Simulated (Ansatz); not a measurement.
## Electronic structure of H2O2Zn···H2S in real space

The calculation's input:

```
crystal:
  periodic: [false, false, false]
  atoms:
    - { symbol: Zn, position_ang: [-0.454269, -0.712586, -0.957054] }
    - { symbol: O, position_ang: [0.237931, -1.673731, 0.460964] }
    - { symbol: O, position_ang: [-1.241766, 0.090898, -2.323453] }
    - { symbol: H, position_ang: [0.922121, 0.227637, 1.487052] }
    - { symbol: S, position_ang: [0.912559, 1.584753, 1.401063] }
    - { symbol: H, position_ang: [0.970863, -2.238187, 0.176651] }
    - { symbol: H, position_ang: [-1.10161, 1.047122, -2.337465] }
    - { symbol: H, position_ang: [-0.245827, 1.673991, 2.092343] }
basis:
  gaussian: { orbitals: def2-SVP }
hamiltonian:
  xc: b3lyp
  dispersion: d4
relax:
  f_tol: 0.03
  max_steps: 50
output:
  orbitals: {}
```

Run with:

```sh
ansatz run input.yaml --threads 2 --pin off --max-ram 3072MiB --backend cpu --events-out ev --progress --plain --runs-dir out
```

The fields are those of the relaxed geometry.

All numbers below come from Ansatz 0.2.0, RKS B3LYP-D4/def2-SVP.

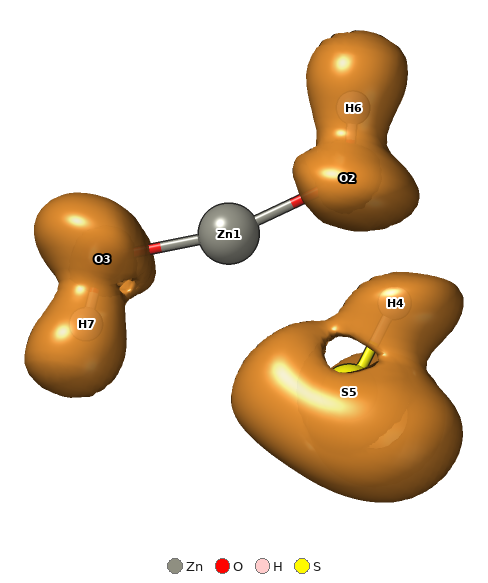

Figure 1. Isosurface of the ELF at 0.75 (orange), seen across its widest extent. Only the valence region is drawn (cores and ρ < 0.01 e/Å³ removed).

> What do the ELF domains correspond to?

The ELF exceeds this value in two joined regions spread over several atoms (H, O), in which their bonds and any lone pairs are merged and one joined region spread over several atoms (H, S), in which their bonds and any lone pairs are merged. Along the contacts the grid gives the following. Zn1···S5 (2.81 Å): the ELF dips to about 0.10 between them. Zn–O (1.79 Å): the ELF peaks at about 0.85 in the valence shell of O, 0.6 Å from its nucleus, and is about 0.20 at the midpoint.

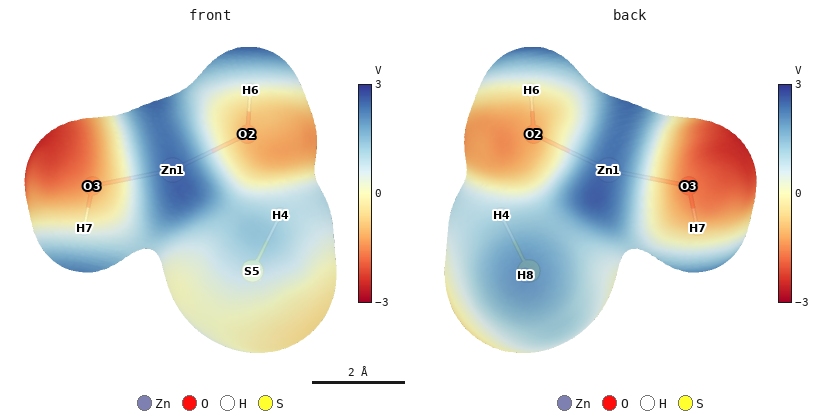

Figure 2. The electrostatic potential painted on the density surface at 0.004 e/bohr³, seen from the front and from behind; the colour scale runs from red (negative) to blue (positive).

> Which sites attract a positive test charge, and which a negative one?

A positive charge is drawn to the negative regions and a negative charge to the positive ones. The most negative region (about −2.5 V) lies over O3, the most positive (about +2.6 V) over Zn1 and H6. O3 is the likeliest acceptor of a hydrogen bond.

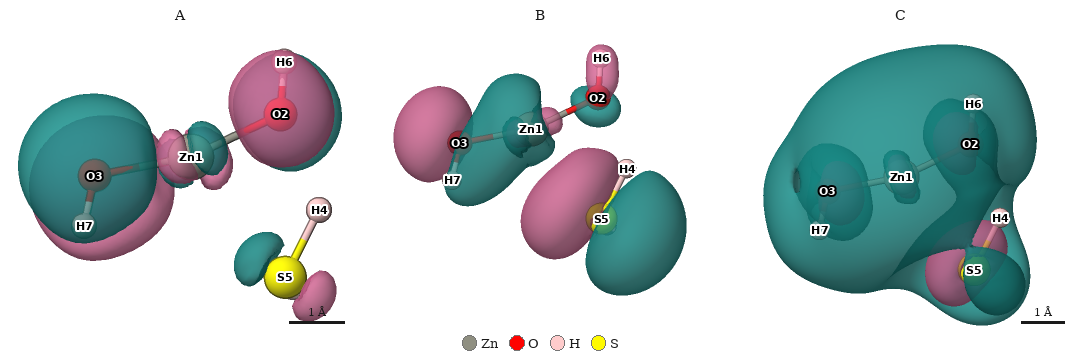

Figure 3. Three frontier orbitals at ±0.05 Å⁻³ᐟ² (teal and pink are the two phases), in no order.

> Order the three orbitals by energy and name them.

B is the HOMO−1 (−7.32 eV). By Hirshfeld shares it lies mainly on S5 (about 45 %), O3 (about 35 %) and Zn1 (about 10 %); largely a combination of lone pairs on S5 and O3. A is the HOMO (−6.90 eV). By Hirshfeld shares it lies mainly on O3 (about 70 %), O2 (about 15 %) and Zn1 (about 10 %); largely a lone pair of O3. C is the LUMO (−0.66 eV). It lies mainly on Zn1 (about 50 %), O3 (about 10 %), O2 (about 10 %), S5 (about 10 %) and H6 (about 5 %).

> What is the HOMO–LUMO gap?

6.24 eV between the orbital energies.
